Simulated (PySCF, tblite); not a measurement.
**1-Buten-3-yne (C4H4): isotopologues and vibrational averages**

How do isotopes change the rotational constants and shieldings of 1-Buten-3-yne (C4H4) (`C#CC=C`)?

Computed with tblite 0.8.0 (tight binding) and PySCF 2.14.0 (DFT, with response routines of our own); each step states its level. Atoms count from 0 throughout.

## 1. The molecule as given

8 atoms, charge 0, multiplicity 1; geometry from: force field or distance geometry start.

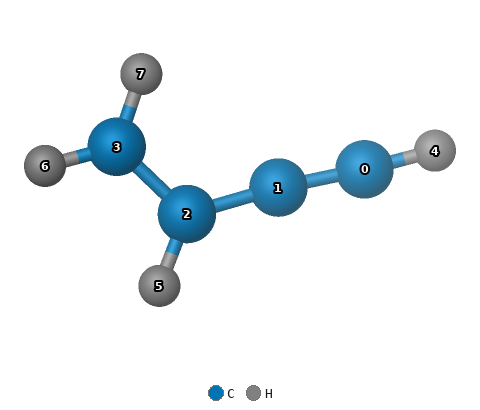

The starting geometry (carbon blue, hydrogen grey), atoms numbered.

## 2. GFN2-xTB relaxation, lowest of a short conformer search

The job: settings as JSON, then the geometry in Å.

```
{"job": {"xc": "GFN2-xTB", "basis": "xTB", "kind": "relax"}, "charge": 0, "multiplicity": 1}
C      1.992300     0.445500     0.577400
C      0.909100    -0.008200     0.104100
C     -0.254800    -0.612900    -0.340200
C     -1.415400     0.139000    -0.519200
H      2.857700     0.862600     0.993100
H     -0.377100    -1.657500    -0.661000
H     -2.327400    -0.309100    -0.873700
H     -1.348100     1.178400    -0.179900
```

Command:

```sh
$ OMP_NUM_THREADS=1 python ens_run.py task.json out
```

One launch serves the whole session.

Standard output:

```text
step      E/eV     max force
  0    -284.99328    5.987
  1    -284.41307   17.587
  2    -285.29260    2.778
  3    -285.33726    1.695
  4    -285.38199    0.573
  5    -285.40854    0.685
  6    -285.42209    0.421
  7    -285.42765    0.207
  8    -285.42980    0.149
  9    -285.43119    0.119
 10    -285.43158    0.064
 11    -285.43189    0.054
 12    -285.43227    0.089
 13    -285.43266    0.093
 14    -285.43292    0.051
 15    -285.43309    0.046
 16    -285.43324    0.053
 17    -285.43341    0.066
 18    -285.43356    0.050
 19    -285.43370    0.043
 20    -285.43388    0.059
 21    -285.43412    0.078
 22    -285.43439    0.072
 23    -285.43456    0.039
 24    -285.43464    0.024
 25    -285.43471    0.041
 26    -285.43477    0.046
 27    -285.43481    0.026
 28    -285.43482    0.008
 29    -285.43482    0.007
 30    -285.43483    0.012
 31    -285.43484    0.018
 32    -285.43484    0.017
 33    -285.43485    0.009
 34    -285.43485    0.006
 35    -285.43485    0.009
 36    -285.43486    0.012
 37    -285.43486    0.010
 38    -285.43486    0.006
 39    -285.43487    0.004
```

Wall time 0.12 s (1 thread of Arm Neoverse V1, shared host).

Relaxing gained 0.442 eV and moved the atoms by 0.08 Å on average (rms).

## 3. Tight optimisation and Hessian

The job: settings as JSON, then the geometry in Å.

```
{"job": {"xc": "B3LYP", "basis": "pcSseg-1", "grid": 2, "temperatures": [100, 250], "kind": "geom"}, "charge": 0, "multiplicity": 1}
C      1.951232     0.412126     0.571819
C      0.918182    -0.029826     0.147843
C     -0.286922    -0.566403    -0.352844
C     -1.400829     0.143223    -0.488877
H      2.851558     0.802863     0.942178
H     -0.249368    -1.614260    -0.626075
H     -2.305030    -0.295474    -0.874700
H     -1.442594     1.185400    -0.218716
```

Standard output:

```text
step   0  E = -4210.3021966 eV  max force = 0.57025
step   1  E = -4210.3233860 eV  max force = 0.08096
step   2  E = -4210.3236277 eV  max force = 0.04607
step   3  E = -4210.3236692 eV  max force = 0.01452
step   4  E = -4210.3236771 eV  max force = 0.00214
step   5  E = -4210.3236772 eV  max force = 0.00027
step   6  E = -4210.3236772 eV  max force = 0.00027
step   7  E = -4210.3236772 eV  max force = 0.00009
harmonic wavenumbers (cm-1): 222.6 322.6 556.7 685.9 705.9 706.7 890.5 953.3 1009.2 1108.4 1316.9 1435.6 1666.7 2202.0 3131.1 3140.6 3229.6 3464.9
```

Run time: 2.7 min. Hardware: 1 thread of Arm Neoverse V1, shared host; peak memory 0.47 GiB.

## 4. Displacements along the modes, parent

The job: settings as JSON, then the geometry in Å.

```
{"job": {"xc": "B3LYP", "basis": "pcSseg-1", "grid": 2, "temperatures": [100, 250], "kind": "vib", "mass_numbers": [12, 12, 12, 12, 1, 1, 1, 1]}, "charge": 0, "multiplicity": 1}
C      1.978386     0.407462     0.578299
C      0.931595    -0.013831     0.155709
C     -0.287454    -0.549039    -0.348528
C     -1.421751     0.144210    -0.494837
H      2.900185     0.787390     0.952870
H     -0.262338    -1.603341    -0.626846
H     -2.316317    -0.331567    -0.887354
H     -1.486077     1.196365    -0.228686
```

Standard output:

```text
mode    cm-1    km/mol   phi_rrr   E(+)/cm-1  E(-)/cm-1
  1    222.64     3.25      -7.9      41.27      41.84
  2    322.62    10.74      -0.2      60.03      59.93
  3    556.75     4.73       2.4     100.51     100.36
  4    685.93    42.99      -0.7     130.99     131.03
  5    705.86    44.81       4.4     134.75     134.35
  6    706.65     5.80      -0.2     128.05     128.02
  7    890.48     2.05     132.6     165.43     155.90
  8    953.27    45.35      -0.5     173.80     173.71
  9   1009.24    20.54       0.5     183.10     183.10
 10   1108.45     4.86      25.2     200.68     198.85
 11   1316.89     0.42      90.8     240.68     234.11
 12   1435.60     3.11     -55.6     256.63     260.67
 13   1666.70     8.53    -345.7     288.04     312.90
 14   2201.97     0.06     465.2     413.73     380.25
 15   3131.14     3.68   -1528.0     513.06     622.75
 16   3140.58     1.86    1172.1     609.49     525.23
 17   3229.63     4.15     143.1     589.35     579.07
 18   3464.91    80.66    1883.3     696.41     561.26
```

It took 2.7 min on 1 thread of Arm Neoverse V1, shared host; peak memory 0.47 GiB.

## 5. Displacements along the modes, 2H at atom 5

The job: settings as JSON, then the geometry in Å.

```
{"job": {"xc": "B3LYP", "basis": "pcSseg-1", "grid": 2, "temperatures": [100, 250], "kind": "vib", "mass_numbers": [12, 12, 12, 12, 1, 2, 1, 1]}, "charge": 0, "multiplicity": 1}
C      1.978386     0.407462     0.578299
C      0.931595    -0.013831     0.155709
C     -0.287454    -0.549039    -0.348528
C     -1.421751     0.144210    -0.494837
H      2.900185     0.787390     0.952870
H     -0.262338    -1.603341    -0.626846
H     -2.316317    -0.331567    -0.887354
H     -1.486077     1.196365    -0.228686
```

Standard output:

```text
mode    cm-1    km/mol   phi_rrr   E(+)/cm-1  E(-)/cm-1
  1    220.07     3.18      -6.8      40.83      41.32
  2    311.98    10.71      -0.2      57.80      57.73
  3    548.01     4.38       4.0      99.01      98.74
  4    685.84    37.05       0.7     130.99     130.95
  5    689.38    13.27      -0.1     124.43     124.40
  6    705.82    44.93       4.8     134.79     134.36
  7    854.90     8.44       0.0     154.75     154.76
  8    880.93     2.79     129.8     163.43     154.10
  9    917.13     0.33     -21.2     164.79     166.31
 10    953.34    42.89      -0.6     173.77     173.69
 11   1178.25     3.36      58.2     214.40     210.19
 12   1424.38     2.47      40.8     258.08     255.12
 13   1650.81     9.81     338.6     309.77     285.43
 14   2200.91     0.12     461.6     413.39     380.18
 15   2313.86     3.62   -1208.1     376.01     462.79
 16   3139.44     1.26    1315.8     614.91     520.35
 17   3228.85     3.43     131.9     588.86     579.38
 18   3464.91    80.59    1883.3     696.41     561.26
```

Wall time 2.7 min (1 thread of Arm Neoverse V1, shared host); peak memory 0.47 GiB.

## 6. Displacements along the modes, 2H at atom 6

The job: settings as JSON, then the geometry in Å.

```
{"job": {"xc": "B3LYP", "basis": "pcSseg-1", "grid": 2, "temperatures": [100, 250], "kind": "vib", "mass_numbers": [12, 12, 12, 12, 1, 1, 2, 1]}, "charge": 0, "multiplicity": 1}
C      1.978386     0.407462     0.578299
C      0.931595    -0.013831     0.155709
C     -0.287454    -0.549039    -0.348528
C     -1.421751     0.144210    -0.494837
H      2.900185     0.787390     0.952870
H     -0.262338    -1.603341    -0.626846
H     -2.316317    -0.331567    -0.887354
H     -1.486077     1.196365    -0.228686
```

Standard output:

```text
mode    cm-1    km/mol   phi_rrr   E(+)/cm-1  E(-)/cm-1
  1    216.73     3.01      -7.5      40.20      40.74
  2    301.51    10.14       0.2      56.15      56.25
  3    543.93     4.67       6.4      98.39      97.94
  4    612.14     1.78       0.1     110.83     110.82
  5    686.10    45.84       0.6     130.71     130.68
  6    705.84    45.00       4.1     134.76     134.38
  7    787.75     0.82     -73.9     139.43     144.74
  8    879.51     8.77      -0.4     159.58     159.47
  9    997.20    49.12       0.3     181.03     181.01
 10   1053.91     5.58     -87.5     186.63     192.93
 11   1297.26     3.27     -10.7     233.89     234.69
 12   1319.37     0.57      65.1     240.44     235.71
 13   1639.74     7.29     346.5     308.08     283.17
 14   2201.92     0.06     464.9     413.71     380.26
 15   2349.52     0.55    1187.6     468.42     383.13
 16   3132.88     4.66    1949.7     639.42     499.50
 17   3184.80     2.56    1923.3     647.69     509.70
 18   3464.91    80.71    1883.3     696.41     561.26
```

Wall time 2.6 min (1 thread of Arm Neoverse V1, shared host); peak memory 0.47 GiB.

## 7. Displacements along the modes, 2H at atom 6, 2H at atom 7

The job: settings as JSON, then the geometry in Å.

```
{"job": {"xc": "B3LYP", "basis": "pcSseg-1", "grid": 2, "temperatures": [100, 250], "kind": "vib", "mass_numbers": [12, 12, 12, 12, 1, 1, 2, 2]}, "charge": 0, "multiplicity": 1}
C      1.978386     0.407462     0.578299
C      0.931595    -0.013831     0.155709
C     -0.287454    -0.549039    -0.348528
C     -1.421751     0.144210    -0.494837
H      2.900185     0.787390     0.952870
H     -0.262338    -1.603341    -0.626846
H     -2.316317    -0.331567    -0.887354
H     -1.486077     1.196365    -0.228686
```

Standard output:

```text
mode    cm-1    km/mol   phi_rrr   E(+)/cm-1  E(-)/cm-1
  1    208.99     2.64      -7.0      38.73      39.24
  2    293.31     8.90      -0.1      54.46      54.39
  3    515.13     4.99       3.4      93.12      92.89
  4    605.82     0.32       0.0     109.42     109.43
  5    686.08    45.04       0.6     130.71     130.69
  6    705.83    44.92       4.2     134.74     134.36
  7    761.66    31.75       0.5     138.06     138.09
  8    777.95     0.62      66.2     142.62     137.86
  9    947.50    17.77       0.8     173.08     173.11
 10   1015.94     6.56      29.9     184.03     181.88
 11   1070.40     1.65     -64.9     190.45     195.13
 12   1310.60     0.94     -57.4     234.46     238.63
 13   1616.10     6.05     334.2     303.36     279.33
 14   2201.92     0.06     464.9     413.71     380.26
 15   2295.39     0.13     739.9     440.93     387.73
 16   2407.13     1.51      42.6     436.40     433.33
 17   3133.29     5.16    1970.3     640.32     498.93
 18   3464.91    80.69    1883.4     696.41     561.26
```

Run time: 2.7 min. Hardware: 1 thread of Arm Neoverse V1, shared host; peak memory 0.48 GiB.

## 8. Vibrational averages by isotopologue

The job: settings as JSON, then the geometry in Å.

```
{"job": {"xc": "B3LYP", "basis": "pcSseg-1", "grid": 2, "temperatures": [100, 250], "kind": "iso"}, "charge": 0, "multiplicity": 1}
C      1.978386     0.407462     0.578299
C      0.931595    -0.013831     0.155709
C     -0.287454    -0.549039    -0.348528
C     -1.421751     0.144210    -0.494837
H      2.900185     0.787390     0.952870
H     -0.262338    -1.603341    -0.626846
H     -2.316317    -0.331567    -0.887354
H     -1.486077     1.196365    -0.228686
```

Standard output:

```text
parent
  Be/MHz 51799.736 4719.245 4325.195
  B0/MHz 51787.015 4705.566 4307.605
  ZPE/cm-1 13374.6
  <sigma>(0 K)/ppm 90.325 91.801 50.572 37.672 28.076 25.163 25.334 25.081
2H at atom 5
  Be/MHz 41662.659 4685.916 4212.163
  B0/MHz 41580.824 4673.213 4195.073
  ZPE/cm-1 12684.4
  <sigma>(0 K)/ppm 90.361 91.834 50.897 37.795 28.082 25.265 25.334 25.087
2H at atom 6
  Be/MHz 51799.431 4416.564 4069.581
  B0/MHz 51800.452 4402.803 4052.807
  ZPE/cm-1 12687.5
  <sigma>(0 K)/ppm 90.354 91.794 50.718 38.044 28.079 25.165 25.416 25.097
2H at atom 6, 2H at atom 7
  Be/MHz 42894.476 4330.947 3933.765
  B0/MHz 42830.373 4318.985 3918.309
  ZPE/cm-1 12009.0
  <sigma>(0 K)/ppm 90.356 91.818 50.834 38.369 28.080 25.173 25.433 25.183
```

Wall time 13 min (1 thread of Arm Neoverse V1, shared host); peak memory 0.48 GiB. This counts the whole study up to here.

Rotational constants (MHz) at equilibrium and in the ground state:

```
              isotopologue                       Be                       B0  zero-point change (cm⁻¹)
                    parent  51799.7, 4719.2, 4325.2  51787.0, 4705.6, 4307.6                       0.0
              2H at atom 5  41662.7, 4685.9, 4212.2  41580.8, 4673.2, 4195.1                    -690.2
              2H at atom 6  51799.4, 4416.6, 4069.6  51800.5, 4402.8, 4052.8                    -687.1
2H at atom 6, 2H at atom 7  42894.5, 4330.9, 3933.8  42830.4, 4319.0, 3918.3                   -1365.7
```

Shieldings of the first species (ppm): at equilibrium, the vibrational parts at 0 K, and the averages:

```
atom  equilibrium  anharmonic  harmonic    0 K  100 K  250 K
  C0        94.15        0.06     -3.89  90.32  90.31  90.01
  C1        95.44       -0.26     -3.38  91.80  91.78  91.56
  C2        54.66       -1.01     -3.07  50.57  50.55  50.42
  C3        42.34       -0.79     -3.88  37.67  37.63  37.59
  H4        28.71        0.18     -0.81  28.08  28.08  28.06
  H5        25.68       -0.12     -0.39  25.16  25.16  25.16
  H6        25.82       -0.05     -0.43  25.33  25.33  25.33
  H7        25.58       -0.08     -0.42  25.08  25.08  25.08
```

Isotope effects on the shieldings at 0 K (ppb; positive means more shielded):

```
atom  2H at atom 5  2H at atom 6  2H at atom 6, 2H at atom 7
  C0            37            29                          32
  C1            33            -6                          17
  C2           325           146                         262
  C3           123           373                         697
  H4             6             3                           4
  H5           102             2                          10
  H6             0            82                          99
  H7             7            16                         102
```

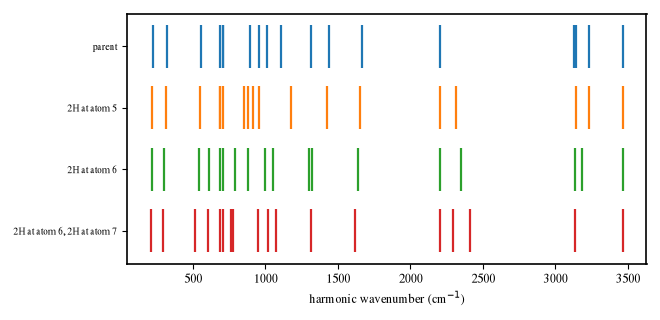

Harmonic wavenumbers of each isotopologue.

## 9. Displacements along the modes

The job: settings as JSON, then the geometry in Å.

```
{"job": {"xc": "B3LYP", "basis": "pcSseg-1", "grid": 2, "temperatures": [100, 250], "average_masses": true, "kind": "vib", "mass_numbers": [12, 12, 12, 12, 1, 1, 1, 1]}, "charge": 0, "multiplicity": 1}
C      1.978386     0.407462     0.578299
C      0.931595    -0.013831     0.155709
C     -0.287454    -0.549039    -0.348528
C     -1.421751     0.144210    -0.494837
H      2.900185     0.787390     0.952870
H     -0.262338    -1.603341    -0.626846
H     -2.316317    -0.331567    -0.887354
H     -1.486077     1.196365    -0.228686
```

Standard output:

```text
mode    cm-1    km/mol   phi_rrr   E(+)/cm-1  E(-)/cm-1
  1    222.56     3.25      -7.9      41.26      41.83
  2    322.52    10.73      -0.2      60.01      59.91
  3    556.54     4.72       2.4     100.47     100.32
  4    685.81    43.02       0.7     131.00     130.97
  5    705.75    44.80      -4.4     134.33     134.73
  6    706.45     5.77      -0.2     128.01     127.98
  7    890.18     2.05     132.6     165.38     155.85
  8    953.09    45.31      -0.5     173.77     173.68
  9   1009.11    20.56       0.5     183.07     183.08
 10   1108.18     4.86      25.1     200.63     198.81
 11   1316.66     0.41      90.8     240.64     234.07
 12   1435.37     3.11     -55.5     256.59     260.63
 13   1666.05     8.53    -345.3     287.94     312.76
 14   2201.03     0.06     465.0     413.55     380.09
 15   3130.78     3.68   -1531.7     512.87     622.83
 16   3140.23     1.86    1173.0     609.46     525.14
 17   3229.22     4.15     143.1     589.28     579.00
 18   3464.43    80.68    1883.2     696.32     561.17
```

Wall time 2.7 min (1 thread of Arm Neoverse V1, shared host); peak memory 0.48 GiB.

This input is unsound on purpose: average atomic weights in place of isotope masses.

## 10. Displacements along the modes

The job: settings as JSON, then the geometry in Å.

```
{"job": {"xc": "B3LYP", "basis": "pcSseg-1", "grid": 2, "temperatures": [100, 250], "average_masses": true, "kind": "vib", "mass_numbers": [12, 12, 12, 12, 1, 2, 1, 1]}, "charge": 0, "multiplicity": 1}
C      1.978386     0.407462     0.578299
C      0.931595    -0.013831     0.155709
C     -0.287454    -0.549039    -0.348528
C     -1.421751     0.144210    -0.494837
H      2.900185     0.787390     0.952870
H     -0.262338    -1.603341    -0.626846
H     -2.316317    -0.331567    -0.887354
H     -1.486077     1.196365    -0.228686
```

Standard output:

```text
mode    cm-1    km/mol   phi_rrr   E(+)/cm-1  E(-)/cm-1
  1    219.99     3.18      -6.9      40.82      41.31
  2    311.88    10.70      -0.2      57.78      57.71
  3    547.82     4.37       4.0      98.98      98.71
  4    685.73    37.09       0.7     130.97     130.93
  5    689.15    13.22      -0.1     124.39     124.36
  6    705.70    44.92       4.8     134.77     134.34
  7    854.83     8.43       0.0     154.73     154.74
  8    880.64     2.79     129.9     163.38     154.05
  9    917.04     0.33     -21.1     164.78     166.29
 10    953.16    42.89      -0.6     173.74     173.66
 11   1177.95     3.35      58.2     214.35     210.14
 12   1424.14     2.47      40.5     258.03     255.08
 13   1650.17     9.80     338.2     309.64     285.32
 14   2199.98     0.12     461.4     413.22     380.02
 15   2313.66     3.62   -1208.2     375.97     462.76
 16   3139.11     1.26    1315.8     614.85     520.30
 17   3228.44     3.43     132.0     588.79     579.31
 18   3464.43    80.62    1883.2     696.32     561.17
```

It took 2.6 min on 1 thread of Arm Neoverse V1, shared host; peak memory 0.48 GiB.

This input is unsound on purpose: average atomic weights in place of isotope masses.

## 11. Vibrational averages by isotopologue, second settings

Changed since step 8:

```diff
@@ -1,2 +1,2 @@
-{"job": {"xc": "B3LYP", "basis": "pcSseg-1", "grid": 2, "temperatures": [100, 250], "kind": "iso"}, "charge": 0, "multiplicity": 1}
+{"job": {"xc": "B3LYP", "basis": "pcSseg-1", "grid": 2, "temperatures": [100, 250], "average_masses": true, "kind": "iso"}, "charge": 0, "multiplicity": 1}
 C      1.978386     0.407462     0.578299
```

Standard output:

```text
parent
  Be/MHz 51771.039 4715.549 4321.891
  B0/MHz 51756.941 4701.945 4304.36
  ZPE/cm-1 13372.0
  <sigma>(0 K)/ppm 90.318 91.802 50.571 37.666 28.077 25.163 25.334 25.080
2H at atom 5
  Be/MHz 41645.317 4682.276 4209.044
  B0/MHz 41562.863 4669.642 4192.011
  ZPE/cm-1 12681.9
  <sigma>(0 K)/ppm 90.356 91.835 50.897 37.791 28.082 25.264 25.334 25.087
```

Wall time 5.3 min (1 thread of Arm Neoverse V1, shared host); peak memory 0.48 GiB. This counts the runs that the step sums up.

These settings are unsound on purpose: average atomic weights in place of isotope masses. The values are not to be used.

Rotational constants (MHz) at equilibrium and in the ground state:

```
isotopologue                       Be                       B0  zero-point change (cm⁻¹)
      parent  51771.0, 4715.5, 4321.9  51756.9, 4701.9, 4304.4                       0.0
2H at atom 5  41645.3, 4682.3, 4209.0  41562.9, 4669.6, 4192.0                    -690.1
```

Shieldings of the first species (ppm): at equilibrium, the vibrational parts at 0 K, and the averages:

```
atom  equilibrium  anharmonic  harmonic    0 K  100 K  250 K
  C0        94.15        0.06     -3.89  90.32  90.30  90.00
  C1        95.44       -0.26     -3.38  91.80  91.78  91.56
  C2        54.66       -1.01     -3.08  50.57  50.54  50.42
  C3        42.34       -0.79     -3.88  37.67  37.62  37.59
  H4        28.71        0.18     -0.81  28.08  28.08  28.06
  H5        25.68       -0.12     -0.39  25.16  25.16  25.16
  H6        25.82       -0.05     -0.43  25.33  25.33  25.33
  H7        25.58       -0.08     -0.42  25.08  25.08  25.08
```

Isotope effects on the shieldings at 0 K (ppb; positive means more shielded):

```
atom  2H at atom 5
  C0            37
  C1            33
  C2           326
  C3           124
  H4             6
  H5           102
  H6             0
  H7             7
```

## 12. Summary of results

```
                  quantity                        value
               point group                           Cs
   B0 of the first species  51787.0, 4705.6, 4307.6 MHz
         zero-point energy                   13375 cm⁻¹
zero-point change of σ(C3)                    -4.67 ppm
```

In words: Zero-point motion changes the shielding of C3 most, by -4.67 ppm. The largest secondary isotope effect is 697 ppb on C3, 1 bond from the change (2H at atom 6, 2H at atom 7). The job flags a low mode; perturbation theory is less sure for low modes.
